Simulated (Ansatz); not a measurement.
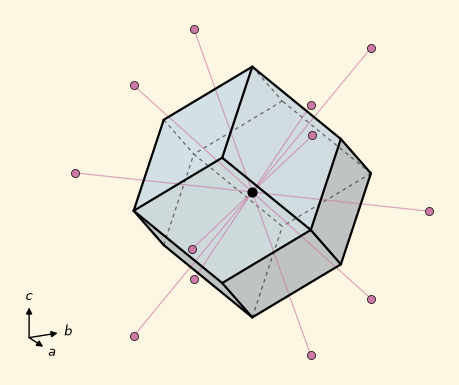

Crystal: ZrTl2F6, the end point of a relaxation with DFT PBE, scalar-relativistic, plane waves, PAW (Ansatz); the starting structure was generated, so it need not be a known form of this composition. The Wigner–Seitz cell of the crystal's lattice, with lines to the lattice points that define its faces. Geometry calculated from the standardised cell; symmetry tolerance 0.002 Å.

a = 9.056 Å, b = 9.056 Å, c = 9.056 Å, α = 90.00°, β = 90.00°, γ = 90.00°; space group Fm-3m, No. 225.

> What is the cell's combinatorial type?

A rhombic dodecahedron: 12 faces (12 with 4 edges), 24 edges, 14 vertices. Its volume is that of the primitive cell, 185.7 Å³.

> Which lattice vectors do the faces bisect?

```tsv
example	length (Å)	faces	edges of each	area (Å²)
1/2 a + 1/2 b	6.40	12	4	14.5
```
